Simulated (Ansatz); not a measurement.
Consider BFH3 (charge −1).

```yaml
atoms:
  - { symbol: B, position_ang: [-0.0003, 0.0005, -0.0372] }
  - { symbol: F, position_ang: [0.0127, -0.0212, 1.4179] }
  - { symbol: H, position_ang: [1.1673, 0.0120, -0.4706] }
  - { symbol: H, position_ang: [-0.5941, 1.0188, -0.4399] }
  - { symbol: H, position_ang: [-0.5856, -1.0101, -0.4702] }
```

Geometry: PBE0-D4/def2-TZVPD.

These are results of Ansatz, RKS PBE0-D4/def2-TZVPD, not measurements.

**Predict the electron density and electron localisation function between the atoms.**

B–F (1.46 Å): the density is about 1.5 e/Å³ at the midpoint; the ELF peaks at about 0.85 between the atoms: a polar covalent bond.
B–H (1.25 Å): ρ at the midpoint is about 1.1 e/Å³; the ELF climbs to about 1 towards the hydrogen, as it does in any bond to H; an ordinary covalent bond to hydrogen.

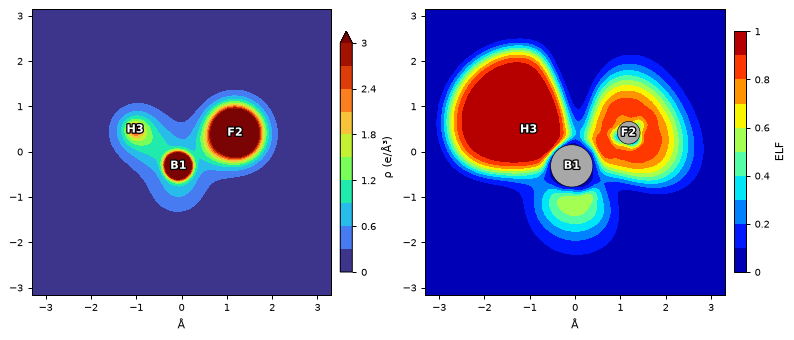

Computed electron density and electron localisation function on the plane of atoms F2, B1 and H3, in this order. Grey discs cover the atomic cores in the ELF map. 
